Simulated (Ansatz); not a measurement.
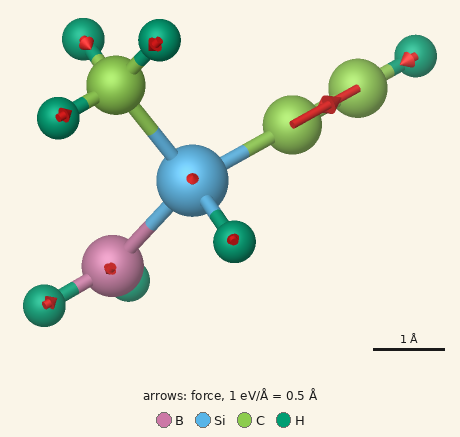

Starting geometry of C3H7BSi with the computed forces as red arrows. A ball-and-stick model, seen from a free direction.

The start comes from PBE-D4/def2-SVP.

Method: RKS PBE0-D4/def2-TZVP in Ansatz 0.2.0.

The input:
```yaml
crystal:
  periodic: [false, false, false]
  atoms:
    - {symbol: B, position_ang: [-1.483121, -0.354327, 1.387173]}
    - {symbol: Si, position_ang: [-0.265737, -0.405568, -0.219154]}
    - {symbol: C, position_ang: [1.507569, -0.843063, 0.306642]}
    - {symbol: C, position_ang: [-0.256734, 1.169119, -1.183899]}
    - {symbol: C, position_ang: [-0.264097, 2.232286, -1.801607]}
    - {symbol: H, position_ang: [-1.554112, -1.339121, 2.101170]}
    - {symbol: H, position_ang: [-2.157610, 0.608635, 1.693669]}
    - {symbol: H, position_ang: [-0.783253, -1.491144, -1.138784]}
    - {symbol: H, position_ang: [2.164064, -0.906913, -0.583982]}
    - {symbol: H, position_ang: [1.520941, -1.819244, 0.831379]}
    - {symbol: H, position_ang: [1.919744, -0.072788, 0.988106]}
    - {symbol: H, position_ang: [-0.270654, 3.167128, -2.346813]}
basis:
  gaussian: {orbitals: def2-TZVP}
hamiltonian: {xc: pbe0, dispersion: d4}
relax: {f_tol: 0.005, max_steps: 150}
```

Launched with:
```bash
ansatz run in.yaml --threads 4 --pin off --events-out ev --progress --plain --max-ram 10444MiB
```

> Is this structure relaxed? If not, where do the atoms go?

It isn't relaxed: the largest force vector, on C4, is 1.87 eV/Å. The final displacements have little in common with the starting forces (cosine between the two patterns 0.12). The atom that moves furthest after the best rigid fit is H7 (0.37 Å). By element the largest moves are H 0.37 Å, C 0.08 Å, Si 0.04 Å, B 0.03 Å. Some distances before and after: Si2–C3 1.901 → 1.873 Å, C4–C5 1.230 → 1.207 Å, B1–H6 1.218 → 1.198 Å, B1–H7 1.215 → 1.195 Å. Bond angles that change, for instance: B1–Si2–C3 110.4° → 114.1°, B1–Si2–H8 107.2° → 104.5°. Over 15 accepted moves (19 points after the start) the energy falls by 0.069 eV. The largest force component goes from 1.6 to 0.0036 eV/Å. The line search rejected the trial steps at points 6, 7, 12, 18 of the run. The forces were under the threshold at step 11, but the run went on from there. Cost: 62 s on 4 threads of Arm Neoverse V1 (shared host).
